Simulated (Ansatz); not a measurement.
## C₂HBrClF: single-point calculation

System: C₂HBrClF, SMILES FC(Br)=CCl.
Method: RKS PBE-D4/def2-TZVPP (Ansatz 0.2.0).

The geometry comes from this level: PBE0-D4/def2-TZVP. Figures and captions count atoms from 1; the log counts them from 0 in places.

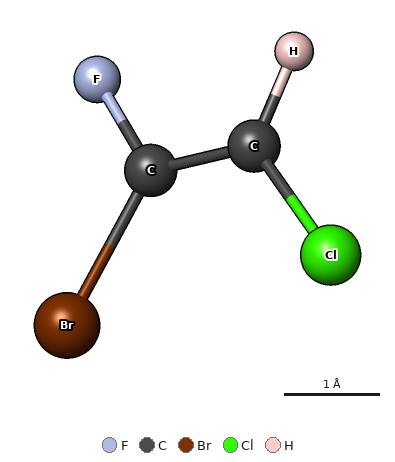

Figure 1. The structure (ball-and-stick view, seen at a tilt). Bond lengths as drawn: Br–C 1.86 Å, C–C 1.32 Å, C–Cl 1.70 Å, C–F 1.32 Å and C–H 1.08 Å.

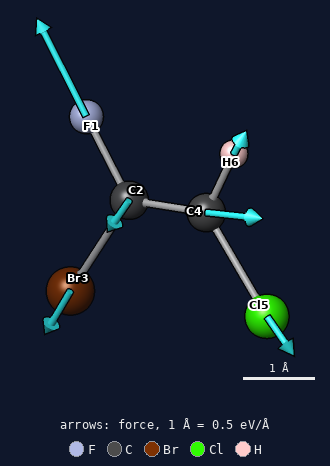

Figure 2. Forces on the atoms as teal arrows (ball-and-stick view, seen at a tilt; atoms are numbered from 1 in the order of the input). The largest act on F1 (0.79 eV/Å); C4 (0.50 eV/Å); Br3 (0.44 eV/Å); Cl5 (0.36 eV/Å), among others. The geometry is not a stationary point of this energy.

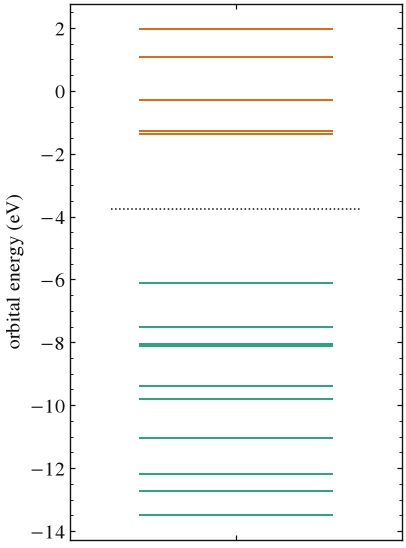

Figure 3. Orbital energies near the frontier; the dotted line parts filled from empty levels, and levels within 0.02 eV of each other stand side by side. Highest filled −6.13 eV, lowest empty −1.38 eV, 4.75 eV apart.

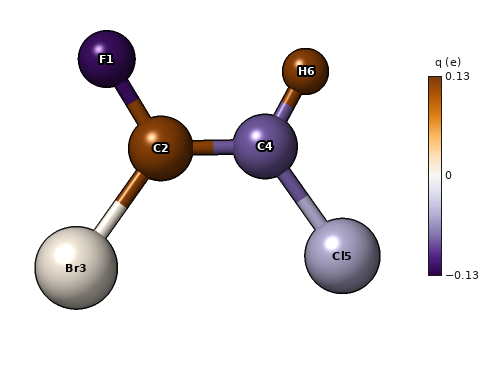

Figure 4. Mulliken charges, as the colour of each atom (ball-and-stick view, seen on its broad side; atoms are numbered from 1 in the order of the input; Mulliken charges depend strongly on the basis). By element: F −0.12, C −0.09 to +0.12, Br +0.01, Cl −0.05 and H +0.12 e.

The input that produced these results follows, with the program's output.

**The input**
```yaml
crystal:
  periodic: [false, false, false]
  atoms:
    - {symbol: F, position_ang: [-0.269061, -1.464951, 1.040409]}
    - {symbol: C, position_ang: [0.167884, -0.593969, 0.142754]}
    - {symbol: Br, position_ang: [1.520771, -1.262381, -0.940770]}
    - {symbol: C, position_ang: [-0.359065, 0.620088, 0.084911]}
    - {symbol: Cl, position_ang: [0.121340, 1.818099, -1.021601]}
    - {symbol: H, position_ang: [-1.147071, 0.891913, 0.774597]}
basis:
  gaussian: {orbitals: def2-TZVPP}
hamiltonian: {xc: pbe, dispersion: d4}
output: {forces: true, orbitals: {seedname: orbitals}}
```

Launch command:
```bash
ansatz run in.yaml --threads 4 --pin off --events-out ev --progress --plain --max-ram 10444MiB
```

**The program's output**
```
Functional definition: PBE
  name "PBE"
  cite "Perdew, Burke & Ernzerhof, Phys. Rev. Lett. 77, 3865 (1996) doi:10.1103/PhysRevLett.77.3865"
  parent pbe
  parameter kappa = 0.804
  parameter beta = 0.06672455060314922
  exchange = pbe_x(kappa = kappa, mu = beta*pi^2/3)
  correlation = pbe_c(beta = beta)
1245 factors; their error is unknown
mean field evaluation 1: about -87348.3586 eV, gradient 6.2e1 eV
mean field evaluation 2: about -87324.4146 eV, gradient 1.1e2 eV
mean field evaluation 4: about -87356.6364 eV, gradient 1.0e1 eV
mean field evaluation 8: about -87356.8233 eV, gradient 5.7e-2 eV
mean field evaluation 16: about -87356.7847 eV, gradient 2.7e-4 eV
mean field -87356.78465111 eV, -3210.3026233731 hartree, gradient 1.2e-5 eV, S^2 0.000000; 0 other end points of the search recorded, 0 dependent functions left out
the calculation of the forces begins
reference -87356.78468394 eV, -3210.3026245794 hartree; 37, 37 occupied and 160, 160 virtual orbitals, 1245 factors
Total energy: -87356.95327240 eV, -3210.3088200909 hartree
Atom 0 at    -0.269061    -1.464951     1.040409 Å, force    -0.264796    -0.517627     0.536634 eV/Å
Atom 1 at     0.167884    -0.593969     0.142754 Å, force     0.251012    -0.129964    -0.195420 eV/Å
Atom 2 at     1.520771    -1.262381    -0.940770 Å, force     0.321400    -0.144451    -0.264620 eV/Å
Atom 3 at    -0.359065     0.620088     0.084911 Å, force    -0.211703     0.450745    -0.005794 eV/Å
Atom 4 at     0.121340     1.818099    -1.021601 Å, force     0.076818     0.270402    -0.217555 eV/Å
Atom 5 at    -1.147071     0.891913     0.774597 Å, force    -0.172731     0.070895     0.146755 eV/Å
Dipole moment:    -0.076334     0.047981     0.055835 e Å
```

**Results in brief**

```tsv
quantity	value
outcome	converged
total energy	−87356.9533 eV
mean-field energy	−87356.7847 eV
dispersion energy	−0.1686 eV
SCF solution under orbital rotations	stable
HOMO	−6.13 eV
LUMO	−1.38 eV
largest force (length of the vector)	0.791 eV/Å
dipole moment	0.51 D
hardware	4 threads of Intel Xeon, 15 GiB of memory available, shared host
wall time	0.95 s (CPU time 3 s)
peak memory	0.26 GiB
```
